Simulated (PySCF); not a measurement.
**C₆H₆N₄: electronic excitations**

Wanted: the electronic excitations of C₆H₆N₄ (`C=Cc1nn(C)nc1C#N`), by calculation.

The runs use PySCF 2.14.0, with density-fitted response routines of our own; the level of theory stands in each step. All values are computed, except where a source is named. Atoms count from 0, in the outputs and in this text.

## (1) The molecule as given

16 atoms, charge 0, multiplicity 1; geometry from: GFN2-xTB.

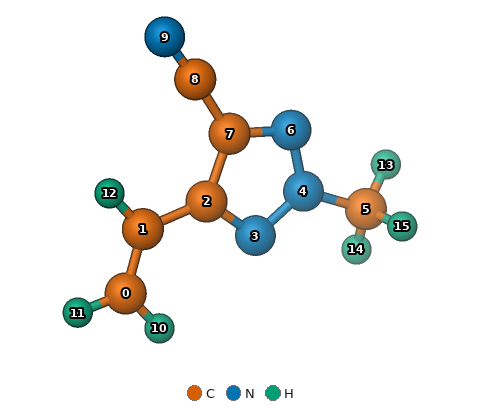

As it starts; carbon orange, nitrogen blue, hydrogen teal, atoms numbered.

## (2) TDDFT and polarisability: B3LYP/def2-SVPD

What the job is given:

```
{"job": {"kind": "uv", "xc": "B3LYP", "basis": "def2-SVPD", "nstates": 8, "ntriplets": 3}, "charge": 0, "multiplicity": 1}
C     -2.147394    -1.939795     0.025175
C     -1.944318    -0.627847     0.016066
C     -0.633051    -0.028505     0.001546
N      0.522800    -0.689782    -0.004730
N      1.451582     0.234006    -0.022976
C      2.846342    -0.082980    -0.011899
N      1.019823     1.464852    -0.028035
C     -0.309415     1.356503    -0.013167
C     -1.200911     2.437316    -0.014518
N     -1.978085     3.280326    -0.013238
H     -1.319485    -2.628008     0.023220
H     -3.138928    -2.357009     0.035826
H     -2.765424     0.076900     0.018310
H      3.389198     0.721480    -0.504418
H      2.996095    -1.026080    -0.534101
H      3.203569    -0.182433     1.015528
```

With the program's defaults for keys left out, this is: TDDFT B3LYP/def2-SVPD, vertical, gas phase, core orbitals frozen in the response.

The run is started by

```bash
$ OMP_NUM_THREADS=1 python probes_run.py task.json out
```

One launch serves the whole session: the jobs run in the order shown.

What it wrote:

```text
coarse grid: 14488 points
cycle   1  E = -450.6963761042  dE =  1.875e+00  |g| = 6.687e-01  |ddm| = 8.912e+00
cycle   2  E = -450.3543051887  dE =  3.421e-01  |g| = 1.392e+00  |ddm| = 3.130e+00
cycle   3  E = -450.7959459082  dE = -4.416e-01  |g| = 2.013e-01  |ddm| = 1.949e+00
cycle   4  E = -450.8024295904  dE = -6.484e-03  |g| = 1.135e-01  |ddm| = 5.022e-01
cycle   5  E = -450.8047256252  dE = -2.296e-03  |g| = 4.418e-02  |ddm| = 1.732e-01
cycle   6  E = -450.8051592659  dE = -4.336e-04  |g| = 1.020e-02  |ddm| = 9.390e-02
cycle   7  E = -450.8051824209  dE = -2.316e-05  |g| = 3.017e-03  |ddm| = 2.467e-02
cycle   8  E = -450.8051844713  dE = -2.050e-06  |g| = 9.843e-04  |ddm| = 7.448e-03
final grid: 143448 points
cycle   9  E = -450.8787319568  dE = -5.295e-05  |g| = 4.628e-03  |ddm| = 2.180e-01
cycle  10  E = -450.8787285489  dE =  3.408e-06  |g| = 5.916e-03  |ddm| = 2.664e-02
cycle  11  E = -450.8787372301  dE = -8.681e-06  |g| = 1.581e-03  |ddm| = 1.264e-02
cycle  12  E = -450.8787377848  dE = -5.547e-07  |g| = 4.107e-04  |ddm| = 2.438e-03
cycle  13  E = -450.8787378131  dE = -2.824e-08  |g| = 2.085e-04  |ddm| = 7.701e-04
cycle  14  E = -450.8787378222  dE = -9.179e-09  |g| = 6.527e-05  |ddm| = 3.269e-04
cycle  15  E = -450.8787378231  dE = -8.708e-10  |g| = 1.897e-05  |ddm| = 1.264e-04
converged SCF energy = -450.8787378231

Static polarisability (au): isotropic 100.857, principal 57.444 120.916 124.210

Singlet excitations
state   eV       nm        f      main configurations
  1   5.0252    246.7   0.08918   H->L+1 0.72, H->L 0.20
  2   5.2330    236.9   0.40182   H->L 0.75, H->L+1 0.21
  3   5.8716    211.2   0.00018   H-2->L 0.50, H-2->L+1 0.48
  4   6.0958    203.4   0.00318   H-2->L+1 0.49, H-2->L 0.48
  5   6.1169    202.7   0.04855   H-1->L 0.89
  6   6.2712    197.7   0.00028   H->L+2 0.72, H->L+3 0.18
  7   6.4651    191.8   0.21439   H-1->L+1 0.76, H-3->L+1 0.10
  8   6.4862    191.2   0.03177   H-3->L+1 0.62, H-3->L 0.20, H-1->L+1 0.11

Triplet excitations (Tamm-Dancoff, eV): 3.4069 4.0995 4.7515
```

Run time: 57 s. Hardware: 1 thread of Arm Neoverse V2, shared host; peak memory 0.97 GiB.

Frontier orbitals and where they lie:

```tsv
orbital	eV	atoms
HOMO−3	-9.41	N9 24 %, N6 23 %, C8 17 %
HOMO−2	-8.87	N3 45 %, N6 32 %, C2 6 %
HOMO−1	-8.39	N3 19 %, N6 18 %, N9 15 %
HOMO	-7.16	C0 23 %, C1 17 %, C2 12 %
LUMO	-1.74	C0 24 %, C1 18 %, N3 16 %
LUMO+1	-1.53	N6 29 %, N4 17 %, C7 14 %
LUMO+2	0.07	C5 21 %, N9 19 %, C8 18 %
```

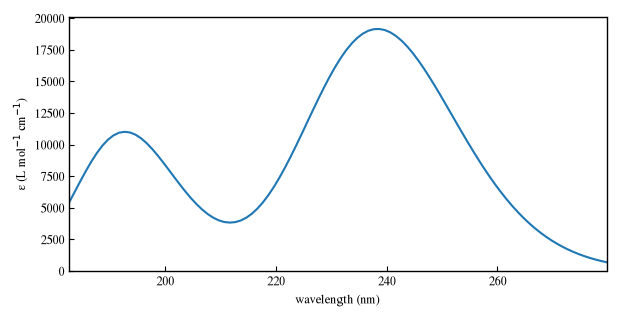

Absorption spectrum: each of the 8 states is a Gaussian band of 0.4 eV half-width at 1/e. Beyond the last state computed it falls off for lack of states.

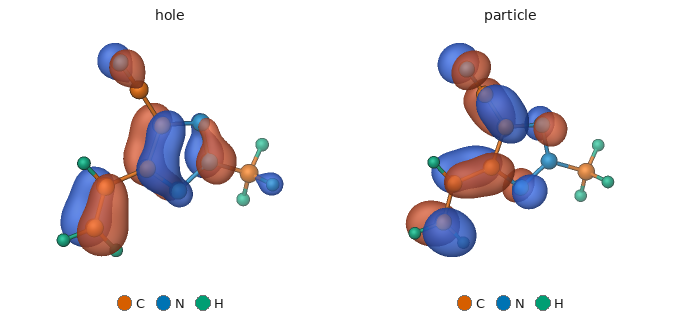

Leading natural transition orbitals of singlet state 2: the electron leaves the hole (left) for the particle orbital (right).

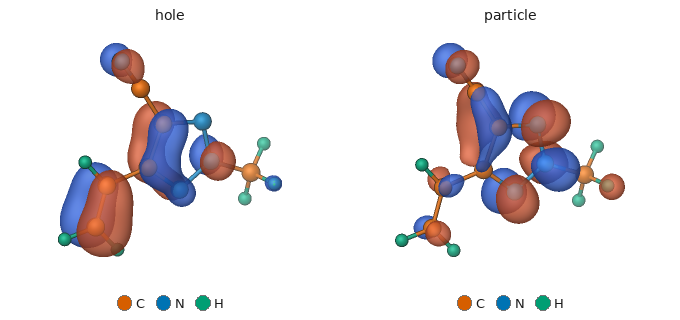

Leading natural transition orbitals of singlet state 1: the electron leaves the hole (left) for the particle orbital (right).

Further results of this job:

```tsv
property	computed
dipole moment (D)	4.92
polarisability (Å³)	14.95
HOMO–LUMO gap (eV)	5.42
−ε(HOMO) (eV)	7.16
```

Orbitals, density, ELF and potential are computed afterwards from the orbital file.

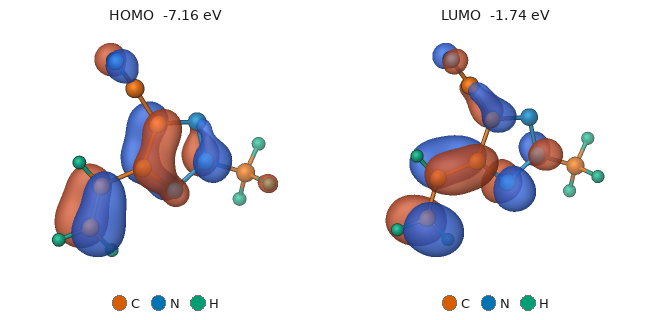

B3LYP/def2-SVPD orbitals near the gap, drawn at the value that encloses 70 % of each; the two colours are the two signs.

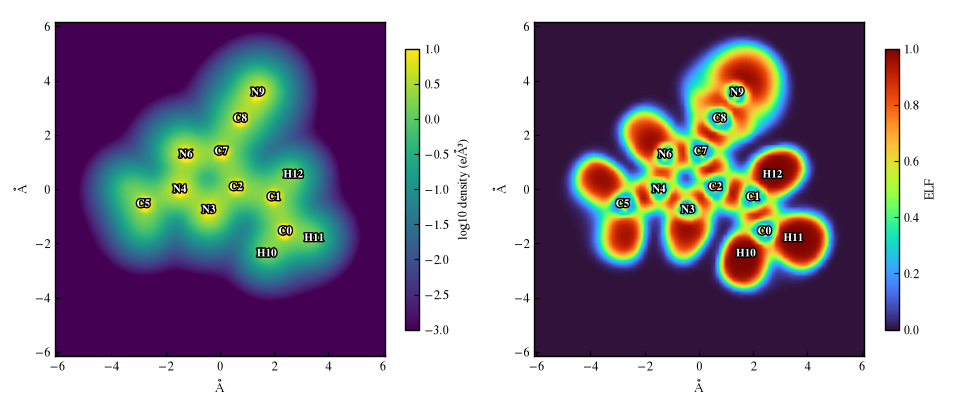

Density (left) and ELF (right) in a plane through or near 13 of the atoms.

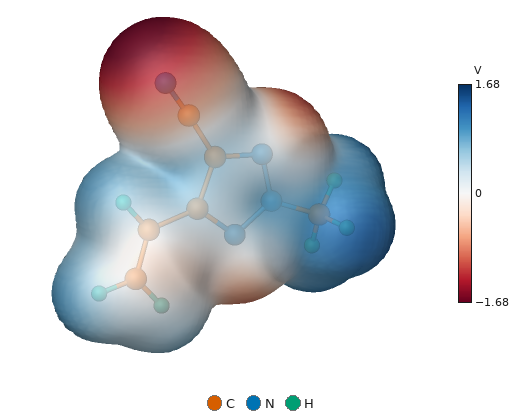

Electrostatic potential on the surface of density 0.002 e/bohr³; red is low, blue high. It runs, from the 1st to the 99th percentile, from -1.68 V near N9 to 1.37 V near H14.

## (3) What came out

| quantity | value |
| --- | --- |
| lowest singlet (B3LYP/def2-SVPD) | 5.03 eV (247 nm), f = 0.089 |
| brightest single state of those computed | state 2, 5.23 eV, f = 0.402 |
| lowest triplet | 3.41 eV |
| surface potential, 1st and 99th percentile | -1.68 V and 1.37 V |

What this shows: The lowest singlet, at 5.03 eV, is HOMO→LUMO+1 0.72, HOMO→LUMO 0.20 and is bright; of the 8 states computed, the strongest absorption comes from state 2 at 5.23 eV. The lowest triplet lies 1.62 eV below the lowest singlet (triplets in Tamm-Dancoff, singlets in full TDDFT). At B3LYP/def2-SVPD, counted by nearest atom on the grid, the HOMO lies on C0 24 %; C1, C2, C7 about 13 % each, the LUMO on C0 21 %; N3 16 %.
